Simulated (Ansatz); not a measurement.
# (KF)1(LiCl)3 [001] superlattice, started as rocksalt type: relaxing the cell for a phonon run, part 2 of 2

Aim: bring (KF)1(LiCl)3 [001] superlattice, started as rocksalt type to small forces and stress, as phonons need.

Ansatz 0.2.0; DFT LDA, scalar-relativistic, plane waves, PAW.

So far. Step 2 (Probe on a coarse mesh): The coarse mesh shows a gap of 5.59 eV and a pressure of -1.2 GPa.

The structure was built from a prototype and need not be the compound's stable phase.

### 4. Bringing the structure to rest (continued)

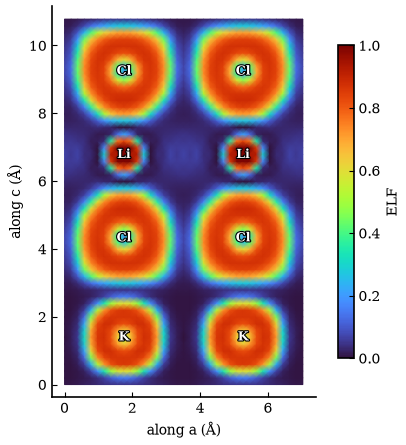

ELF in the ac plane at fractional y = 0.000, with atoms of Cl and K and Li within 0.2 Å of it. It is the smooth field of the valence electrons, not physical close to the nuclei. The map starts off the cell's origin, so that atoms lie inside it.

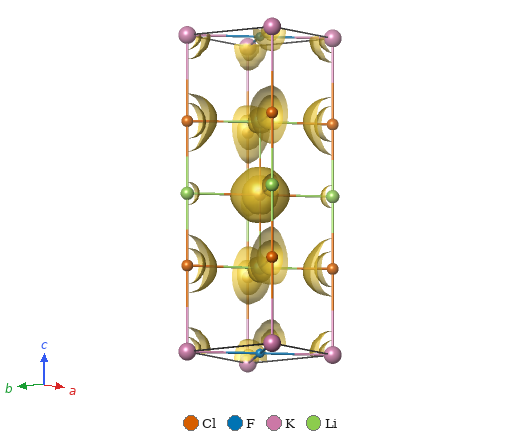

Surface of ELF = 0.85.

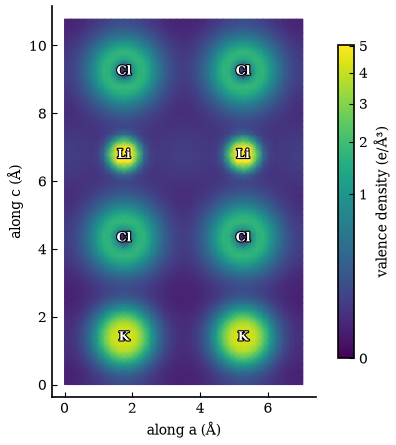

Valence density in the ac plane at fractional y = 0.000, with atoms of Cl and K and Li within 0.2 Å of it. It is the smooth field of the valence electrons, not physical close to the nuclei. The map starts off the cell's origin, so that atoms lie inside it. The colour scale is stretched toward low values.

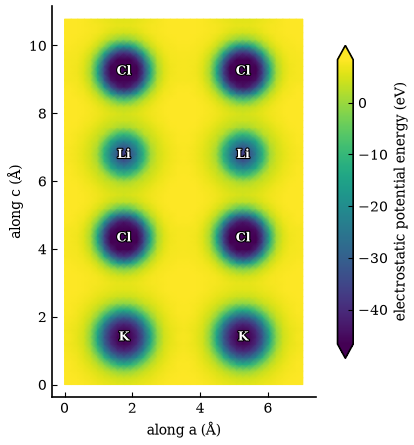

Electrostatic potential energy in the ac plane at fractional y = 0.000, with atoms of Cl and K and Li within 0.2 Å of it. With pseudopotentials it is smooth inside the atoms' cores, unlike the true potential. The map starts off the cell's origin, so that atoms lie inside it.

In this step the volume went from 16.58 to 16.63 Å³/atom.

### 5. Tight relaxation

Phonons need a cell at rest on their own settings, so the relaxation is repeated with tight tolerances on forces and stress, using the mesh and the filling of the phonon run that follows.

The input, input.yaml:

```yaml
crystal:
  lattice:
    - [2.4846192416, 2.4846192416, 0.0]
    - [-2.4846192416, 2.4846192416, 0.0]
    - [0.0, 0.0, 10.7778808286]
  atoms:
    - { symbol: Cl, position: [0.0, 0.0, 0.2718922035] }
    - { symbol: Cl, position: [0.5, 0.5, 0.5] }
    - { symbol: Cl, position: [0.0, 0.0, 0.7281077965] }
    - { symbol: F, position: [0.5, 0.5, 0.0] }
    - { symbol: K, position: [0.0, 0.0, 0.0] }
    - { symbol: Li, position: [0.5, 0.5, 0.2691867856] }
    - { symbol: Li, position: [0.0, 0.0, 0.5] }
    - { symbol: Li, position: [0.5, 0.5, 0.7308132144] }
kpoints:
  mp_grid: { grid: [8, 8, 2] }
hamiltonian:
  xc: lda
scf:
  occupations: { method: fixed }
output:
  forces: true
  stress: true
  eigenvalues: true
relax:
  adjacent_minimum: "off"
  f_tol: 0.001
  max_steps: 60
  cell: { stress_tol: 0.01 }
```

Run with:

```bash
ansatz run input.yaml --threads 4 --pin off --max-ram 14336MiB --backend cpu --events-out ev --progress --plain --runs-dir out
```

Numbers of over 12 decimals in the logs are rounded to 6 here.

Log:

```text
[...]
Crystal: 8 atoms, lattice volume = 133.071 Å³
Basis set: ecut = 420 eV, 2593 PW (Γ)
Bands: 31, of which v1, the nominal top of the filled ones, is band 23 counted from 1 (22 counted from 0)
Symmetry: 16 space group operations
[...]
k-points: 30 of 128
[...]
- [2.483730, 2.483730, 0.0]
    - [-2.483730, 2.483730, 0.0]
    - [0.0, 0.0, 10.788745]
  atoms:
    - { symbol: Cl, position: [0, 0, 0.271848] }
    - { symbol: Cl, position: [0.5, 0.5, 0.500000] }
    - { symbol: Cl, position: [0, 0, 0.728152] }
    - { symbol: F, position: [0.5, 0.5, 0.0] }
    - { symbol: K, position: [0, 0, 0.0] }
    - { symbol: Li, position: [0.5, 0.5, 0.269280] }
    - { symbol: Li, position: [0, 0, 0.500000] }
    - { symbol: Li, position: [0.5, 0.5, 0.730720] }
[key lines of the parts left out:]
SCF converged after 6 iterations
Free energy (F): -6040.789583 eV
Fermi energy:    1.770629 eV
P = ⅓ Tr σ = 0.0025 GPa (0.025 kbar)
```

The job ended after 8 s (4 threads of Arm Neoverse V2, shared host; peak memory 0.47 GiB).

Relaxation path:

```csv
step,energy less that of the first step (eV),largest force component (eV/Å),pressure (GPa),volume (Å³)
1,0.0000,0.0022,0.00,133.07
2,0.0000,0.0030,0.00,133.11
3,0.0000,0.0062,0.00,133.11
4,0.0000,0.0004,0.00,133.11
5*,0.0000,0.0004,0.00,133.11
```

Relaxation steps marked * repeat the geometry before them on a plane-wave basis chosen anew for their cell, so energy and pressure can jump there.

The run keeps the 16 symmetry operations that it works with, so distortions that break them were not tested.

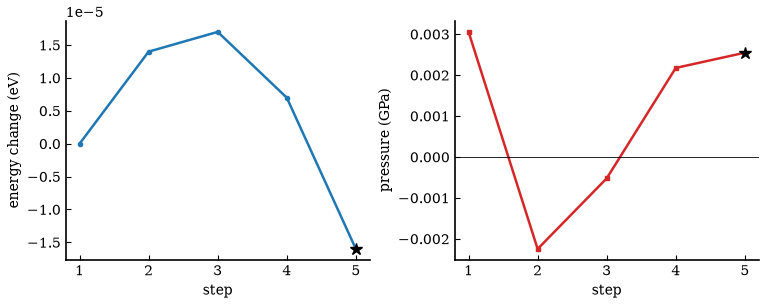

Energy and pressure along the relaxation. Stars mark steps on a basis chosen anew.

```csv
"conventional cell, symmetrised",before,after,change
a (Å),3.514,3.513,-0.0 %
b (Å),3.514,3.513,-0.0 %
c (Å),10.778,10.789,+0.1 %
volume (Å³/atom),16.63,16.64,+0.0 %
```

The relaxed structure:

```xyz
8
Lattice="2.4837 2.4837 0.0000 -2.4837 2.4837 0.0000 0.0000 0.0000 10.7887" Properties=species:S:1:pos:R:3 pbc="T T T"
Cl    0.0000    0.0000    2.9329
Cl    0.0000    2.4837    5.3944
Cl    0.0000    0.0000    7.8558
F     0.0000    2.4837    0.0000
K     0.0000    0.0000    0.0000
Li    0.0000    2.4837    2.9052
Li    0.0000    0.0000    5.3944
Li    0.0000    2.4837    7.8836
```

Numbers from this step:

```yaml
pressure: 0.002548 GPa
gap_on_the_k_mesh: 5.953 eV
volume_per_atom: 16.64 Å³
direct_gap_on_mesh: 5.953 eV
```

The largest force component left is 0.36 meV/Å and the pressure is 0.003 GPa, within the tolerances set. The cell now holds 16.64 Å³/atom.

### 6. Results

```
space group after relaxation (within 0.01 Å) : P4/mmm
lattice constant a                           : 3.513 Å
lattice constant b                           : 3.513 Å
lattice constant c                           : 10.789 Å
volume per atom                              : 16.6 Å³
gap on the k-mesh                            : 5.95 eV
```

**Reading.** The largest force component left is 0.36 meV/Å and the pressure is 0.003 GPa, within the tolerances set. The cell now holds 16.64 Å³/atom. The relaxation keeps the symmetry of its start, so it says nothing on stability against lower symmetry. The starting cell was built on a prototype and not taken from a measurement, so the phase need not exist.

[Logs are printed without paths, hosts, clocks, repeated set-up lines and the standing remarks that a program may print on its own settings, such as how far it seeks lower states.]

[Hosts, paths, dates, database ids (printed as entryN), source tags and the programs' standing remarks are cut or masked in the printed files.]
